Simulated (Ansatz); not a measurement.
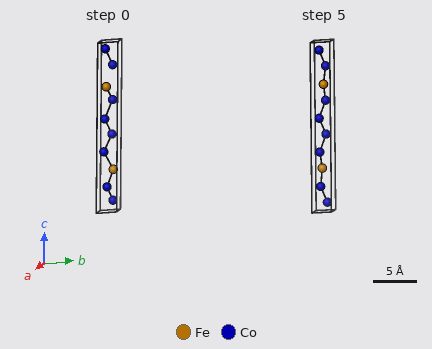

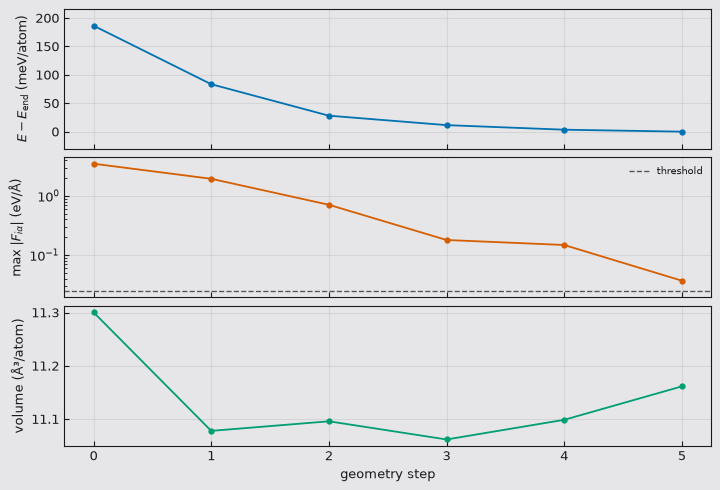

First and last geometry of a relaxation of crystalline FeCo4 (a generated structure, set up in P1) (coarse preliminary run), with the history of the run. The picture is a ball-and-stick view of the cell of the calculation, seen slightly off an axis.

All numbers below come from Ansatz, DFT PBE, scalar-relativistic, plane waves, PAW. Settings: plane-wave cutoff 420 eV; k-point mesh 12 × 12 × 1; occupations gaussian; smearing width 0.2 eV; collinear spin; cell and atoms relaxed; force threshold 0.025 eV/Å; at most 60 steps.

Q: Did the run converge, and what did it change?

A: The run was cut off at its time limit before the relaxation converged, so the last structure is only a point on the way. The energy falls by 186 meV per atom in 5 geometry steps. The largest force component goes from 3.5 to 0.037 eV/Å. The pressure goes from 4.15 to −0.49 GPa. The largest move relative to the cell is that of a Fe atom, 0.69 Å roughly along [−1 −2 0]. Largest moves by element: Fe 0.69 Å, Co 0.45 Å. Cell: a 2.568 → 2.664 Å (+3.8 %), b 2.531 → 2.472 Å (−2.3 %), c 20.082 → 20.112 Å (+0.2 %), α 87.2° → 90.0°, β 92.7° → 90.1°, γ 119.9° → 122.6°. Volume −1.2 %. Near-neighbour distances that change, for instance: Co–Fe 2.440 → 2.935 Å, Co–Fe 2.906 → 2.434 Å, Co–Fe 2.557 → 2.941 Å, Co–Fe 2.089 → 2.431 Å. Within 0.06 Å the space group is P1 at the start and Cmc2_1 at the end; at a tighter tolerance small leftover displacements or strains of the cell lower it.

```tsv
step	E − E(0), meV/atom	largest force component, eV/Å	pressure, GPa	volume, Å³/atom
0	0.00	3.4800	4.15	11.300
1	-102.97	1.9389	2.89	11.078
2	-158.33	0.7067	0.17	11.096
3	-174.94	0.1802	0.73	11.062
4	-182.99	0.1484	0.34	11.099
5	-186.44	0.0371	-0.49	11.161
```
